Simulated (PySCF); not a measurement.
# B₂AsH₅: electronic excitations and core binding energies

Wanted: the electronic excitations and core binding energies of B₂AsH₅ (`B[AsH]B`), by calculation.

Programs: PySCF 2.14.0, with density-fitted response routines of our own. Each step states its level of theory. These are calculated values for one molecule in the gas phase, unless marked as measured. Atoms are numbered from 0 throughout.

### Step 1. The molecule as given

8 atoms, charge 0, multiplicity 1; geometry from: GFN2-xTB.

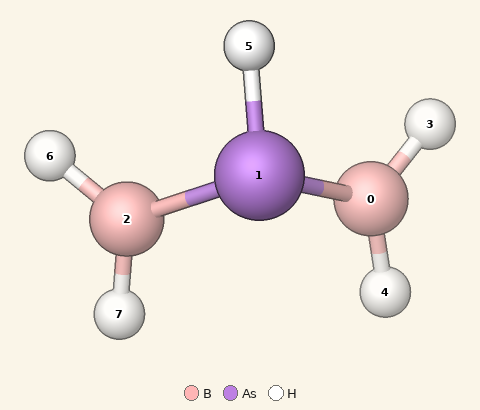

As it starts; boron pink, arsenic purple, hydrogen white, atoms numbered.

### Step 2. Excited states and response: B3LYP/def2-SVPD

Job settings and geometry (Å):

```
{"job": {"kind": "uv", "xc": "B3LYP", "basis": "def2-SVPD", "nstates": 8, "ntriplets": 3}, "charge": 0, "multiplicity": 1}
B     -1.422620    -0.121946    -0.277011
As    -0.065082    -0.132157     1.101854
B      1.356934     0.528647    -0.031968
H     -1.988538    -1.095943    -0.599502
H     -1.752937     0.901172    -0.744298
H      0.267615    -1.597603     1.221275
H      2.339178    -0.082498    -0.217244
H      1.274508     1.609740    -0.477672
```

Method: TDDFT B3LYP/def2-SVPD, vertical, gas phase, core orbitals frozen in the response.

Started as:

```
$ OMP_NUM_THREADS=1 python probes_run.py task.json out
```

One launch serves the whole session: the jobs run in the order shown.

What it wrote:

```text
coarse grid: 30056 points
cycle   1  E = -2288.2578203620  dE = -7.085e-01  |g| = 2.544e-01  |ddm| = 3.467e+00
cycle   2  E = -2288.2611793373  dE = -3.359e-03  |g| = 2.215e-01  |ddm| = 6.576e-01
cycle   3  E = -2288.2695060351  dE = -8.327e-03  |g| = 4.558e-02  |ddm| = 3.290e-01
cycle   4  E = -2288.2701941559  dE = -6.881e-04  |g| = 1.212e-02  |ddm| = 1.107e-01
cycle   5  E = -2288.2702570280  dE = -6.287e-05  |g| = 1.847e-03  |ddm| = 2.565e-02
cycle   6  E = -2288.2702583219  dE = -1.294e-06  |g| = 5.562e-04  |ddm| = 3.910e-03
final grid: 62352 points
cycle   7  E = -2288.2702815521  dE = -1.101e-08  |g| = 5.696e-04  |ddm| = 2.734e-03
cycle   8  E = -2288.2702815310  dE =  2.108e-08  |g| = 6.094e-04  |ddm| = 2.046e-03
cycle   9  E = -2288.2702816676  dE = -1.366e-07  |g| = 6.512e-05  |ddm| = 1.027e-03
cycle  10  E = -2288.2702816690  dE = -1.415e-09  |g| = 6.902e-06  |ddm| = 1.063e-04
cycle  11  E = -2288.2702816691  dE = -1.819e-11  |g| = 1.422e-06  |ddm| = 1.609e-05
converged SCF energy = -2288.2702816691

Static polarisability (au): isotropic 63.831, principal 52.231 64.052 75.211

Singlet excitations
state   eV       nm        f      main configurations
  1   4.6759    265.2   0.07543   H->L 0.97
  2   4.8178    257.3   0.01105   H-1->L 0.64, H->L+1 0.35
  3   5.5056    225.2   0.00050   H-2->L 0.89, H-1->L+1 0.09
  4   5.6980    217.6   0.18894   H->L+1 0.51, H-1->L 0.26, H-2->L+1 0.13
  5   5.7823    214.4   0.00012   H-1->L+1 0.89, H-2->L 0.08
  6   6.0730    204.2   0.06917   H-3->L 0.68, H-2->L+1 0.14, H->L+1 0.09
  7   6.5613    189.0   0.02682   H-2->L+1 0.71, H-3->L 0.24
  8   6.8592    180.8   0.03971   H->L+2 0.71, H-3->L+1 0.21

Triplet excitations (Tamm-Dancoff, eV): 3.4404 4.2962 4.5242
```

It took 18 s on 1 thread of Arm Neoverse N1, shared host; peak memory 0.49 GiB.

The orbitals next to the gap, with their largest atomic shares:

```csv
orbital,eV,atoms
HOMO−3,-9.83,"B0 25 %, B2 25 %, H4 14 %"
HOMO−2,-9.15,"As1 24 %, H5 18 %, B0 17 %"
HOMO−1,-8.66,"As1 36 %, B2 22 %, B0 22 %"
HOMO,-7.60,"As1 56 %, B0 16 %, B2 16 %"
LUMO,-2.42,"As1 28 %, B0 26 %, B2 26 %"
LUMO+1,-1.60,"B0 34 %, B2 34 %, As1 9 %"
LUMO+2,0.19,"As1 30 %, H5 21 %, B2 20 %"
```

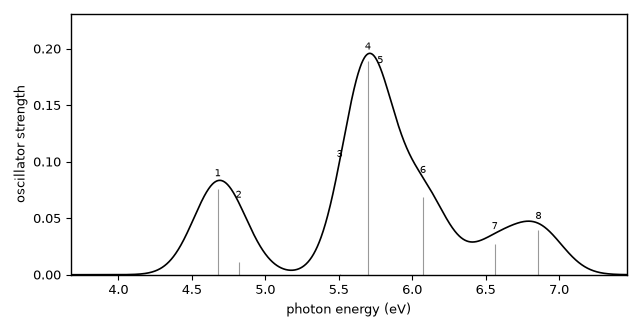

Absorption spectrum from the 8 singlet states computed; above the last one it falls off for lack of states. Lines are broadened to a width of 0.40 eV (Gaussian).

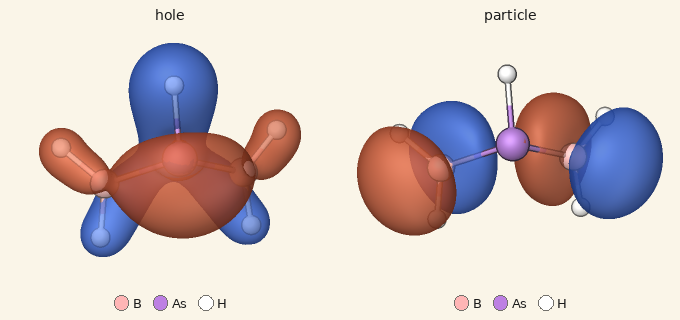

Leading natural transition orbitals of singlet state 4: the electron leaves the hole (left) for the particle orbital (right).

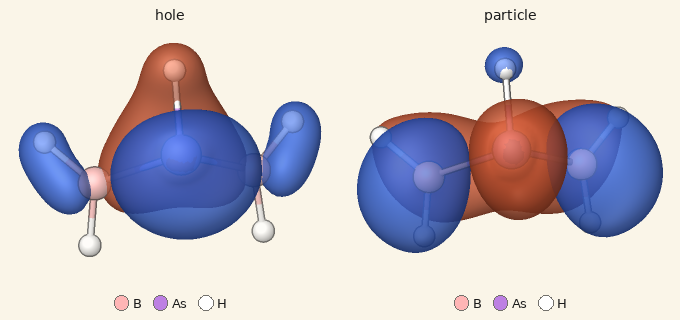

Leading natural transition orbitals of singlet state 1: the electron leaves the hole (left) for the particle orbital (right).

Ground-state properties from the same run:

```csv
property,computed
dipole moment (D),0.37
polarisability (Å³),9.46
HOMO–LUMO gap (eV),5.18
−ε(HOMO) (eV),7.60
```

Orbitals, density, ELF and potential are computed afterwards from the orbital file.

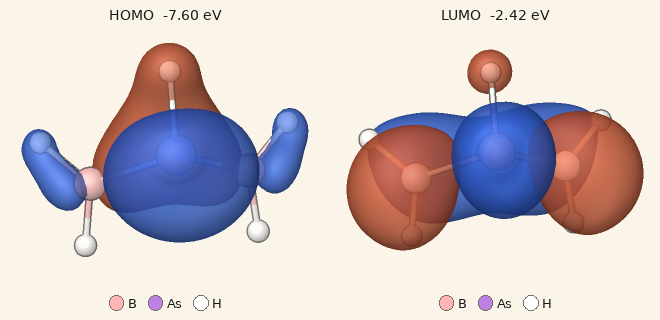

B3LYP/def2-SVPD orbitals near the gap, drawn at the value that encloses 70 % of each; the two colours are the two signs.

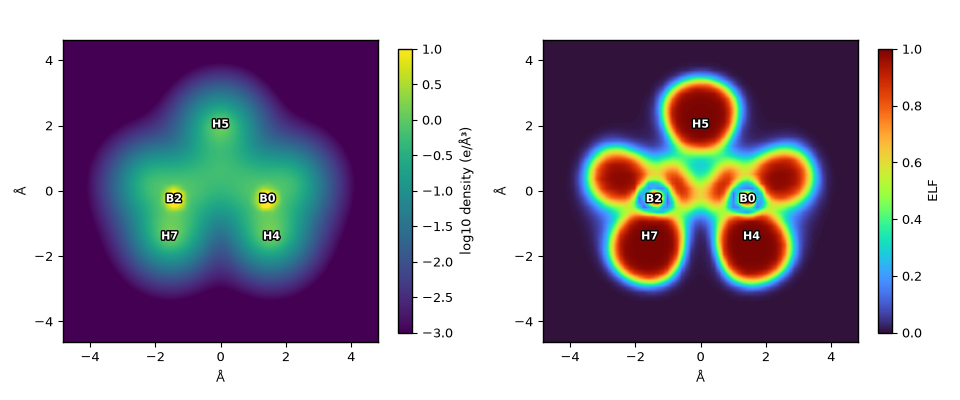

Density (left) and ELF (right) in a plane through or near 5 of the atoms.

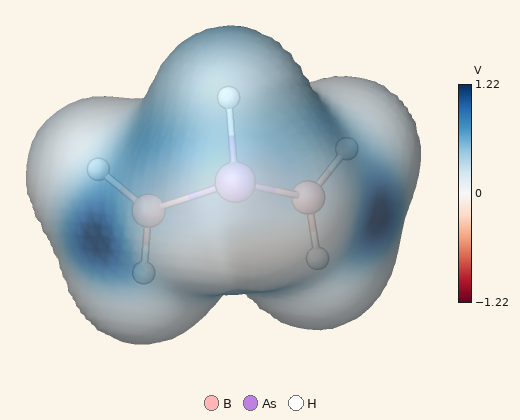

The potential that a unit positive charge feels on the 0.002 e/bohr³ surface, from -0.15 to 1.22 V.

### Step 3. X-ray photoelectron lines: SCAN, X2C

The job, as its differences from that of step 2:

```diff
@@ -1,2 +1,2 @@
-{"job": {"kind": "uv", "xc": "B3LYP", "basis": "def2-SVPD", "nstates": 8, "ntriplets": 3}, "charge": 0, "multiplicity": 1}
+{"job": {"kind": "xps"}, "charge": 0, "multiplicity": 1}
 B     -1.422620    -0.121946    -0.277011
```

Level: delta-SCF UKS SCAN, pcX-2 on the ionised atom, pcseg-1 elsewhere, spin-free X2C.

What it wrote:

```text
ground state, core basis on atom 0 (B), 111 functions
  cycle   1  E = -2308.03851308  |g| = 1.78e-01
  cycle   2  E = -2308.03949503  |g| = 1.76e-01
  cycle   3  E = -2308.05062661  |g| = 4.90e-02
  cycle   4  E = -2308.05148202  |g| = 2.06e-02
  cycle   5  E = -2308.05164418  |g| = 3.29e-03
  cycle   6  E = -2308.05164340  |g| = 8.59e-04
  cycle   7  E = -2308.05164583  |g| = 4.59e-04
  E(ground) = -2307.95552372 Eh
hole in B 1s of atom 0
  cycle   1  E = -2300.41944188  |g| = 1.16e+00
  cycle   2  E = -2298.80311467  |g| = 1.87e+00
  cycle   3  E = -2300.65284618  |g| = 4.80e-01
  cycle   4  E = -2300.67464620  |g| = 4.82e-01
  cycle   5  E = -2300.85276819  |g| = 7.34e-02
  cycle   6  E = -2300.85560715  |g| = 5.87e-02
  cycle   7  E = -2300.85851199  |g| = 3.02e-02
  cycle   8  E = -2300.85952890  |g| = 2.63e-02
  cycle   9  E = -2300.86045712  |g| = 2.06e-02
  cycle  10  E = -2300.86100300  |g| = 1.20e-02
  cycle  11  E = -2300.86112193  |g| = 2.41e-03
  cycle  12  E = -2300.86113044  |g| = 1.11e-03
  cycle  13  E = -2300.86113165  |g| = 3.06e-04
  E(ion) = -2300.76450463 Eh   <S^2> = 1.1325   hole on atom = 1.000   binding energy = 195.678 eV
```

It took 7.1 s on 1 thread of Arm Neoverse N1, shared host; peak memory 0.34 GiB.

The holes in one table. −ε is the ground-state orbital energy:

```csv
hole,stands for,environment,ΔSCF (eV),−ε (eV),⟨S²⟩
B1s on B0,"B0, B2","boron bonded to As, 2 H",195.68 (doubtful),180.8,1.133
```

Each hole run stands for the others of its class of like atoms.

Doubtful: the ion did not converge, its hole moved, or its ⟨S²⟩ is well above 0.75.

### Step 4. Outcome

```
                                quantity                        value
        lowest singlet (B3LYP/def2-SVPD)  4.68 eV (265 nm), f = 0.075
brightest single state of those computed  state 4, 5.70 eV, f = 0.189
                          lowest triplet                      3.44 eV
   surface potential, least and greatest           -0.15 V and 1.22 V
```

**Reading.** The first singlet state (HOMO→LUMO 0.97) lies at 4.68 eV and is bright; of the 8 states computed, the strongest absorption comes from state 4 at 5.70 eV. The lowest triplet lies 1.24 eV below the lowest singlet (triplets in Tamm-Dancoff, singlets in full TDDFT). By nearest atom (B3LYP/def2-SVPD), the HOMO sits on As1 56 %; B0, B2 about 13 % each and the LUMO on B0, B2 about 25 % each; As1 18 %.
